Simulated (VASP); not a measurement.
Input:

```
WSi2
1.0
   -1.60170     1.60170     3.91108
    1.60170    -1.60170     3.91108
    1.60170     1.60170    -3.91108
Si W
2 1
Direct
  0.33448   0.33448   0.00000
  0.66552   0.66552   0.00000
  0.00000   0.00000   0.00000
```

Calculation: PBEsol GGA, VASP's PBE PAW potentials (set 64) (plane waves; VASP). Numerical set-up: 400 eV cut-off, 15×15×15 Γ-centred mesh, tetrahedra with Blöchl corrections, potentials Si W_sv.

Unless said otherwise, spin-orbit coupling is left out, though it shifts the bands of the heavy elements here.

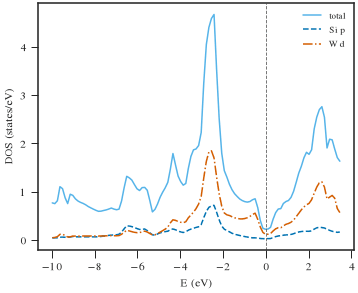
Figure: Total and projected density of states, zero at the Fermi level

Within 2 eV below the Fermi level the largest weight inside VASP's projection spheres is W d, then Si p.

It has no gap at this level: it comes out as a metal or semimetal.

The structure comes from a measured Si2W entry (I4/mmm) of the Crystallography Open Database, whose conditions weren't checked. It was relaxed first.
